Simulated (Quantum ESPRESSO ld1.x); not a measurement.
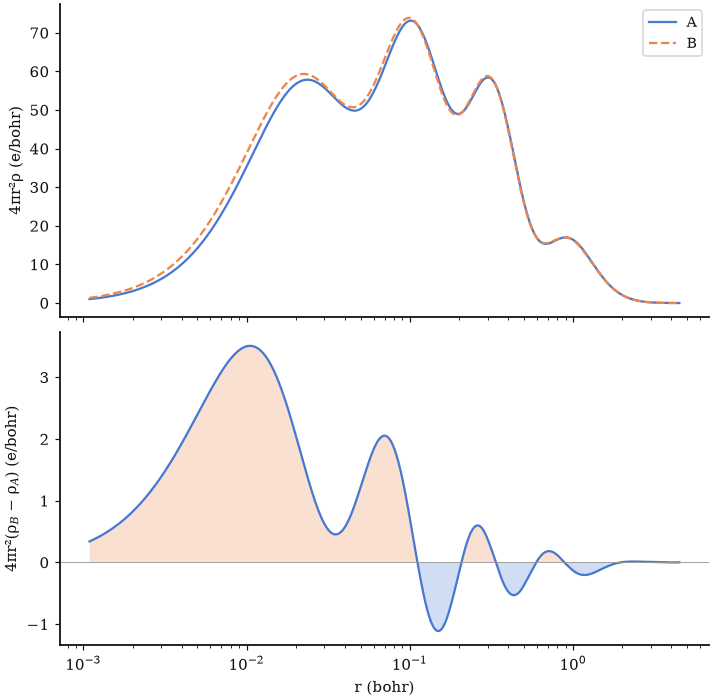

The palladium ion Pd³⁺ in [Kr] 4d7 (open shells shared over both j by 2j + 1) was computed with two values of the speed of light (atomic units): c = 137.036; c = 274.072. Level of theory: Dirac Kohn-Sham, revPBE, spin-unpolarised, spherical densities, point nucleus. Computed with Quantum ESPRESSO ld1.x 7.5.

The plot shows both radial densities and the radial density of run B less that of run A; on the logarithmic r axis, areas aren't charges.

**Assign A and B and describe the change of the density.**

A is c = 274.072; B is c = 137.036. B holds 0.26 electrons more than A where the difference is positive (most at r = 0.011 bohr) and 0.26 electrons fewer where it is negative (most at r = 0.15 bohr), with no net change.
